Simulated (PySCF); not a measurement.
Al(H)(F)(Et), SMILES C[CH2][AlH][F] at its CAM-B3LYP/def2-SVP optimised geometry (Å):

```
10

Al    -1.3928    -0.2578     0.0000
H     -2.3335     1.0083     0.0000
F     -2.1722    -1.7292     0.0016
C      0.5532    -0.2578     0.0000
C      1.2352     1.1147    -0.0234
H      0.8830    -0.8680    -0.8607
H      0.8814    -0.8367     0.8828
H      0.9532     1.7292     0.8464
H      0.9637     1.6934    -0.9205
H      2.3335     1.0314    -0.0152
```

Computed with CAM-B3LYP/def2-TZVP run with PySCF. Cells within 0.4 Å of a nucleus heavier than hydrogen are left out (blank, or x).

Map of the electrostatic potential (hartree/e), clipped to [-0.08, 0.12] on the plane z = 0.0 Å:

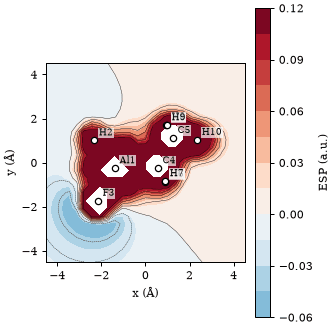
Electrostatic potential (hartree/e), clipped to [-0.08, 0.12] on the plane z = 0.0 Å.
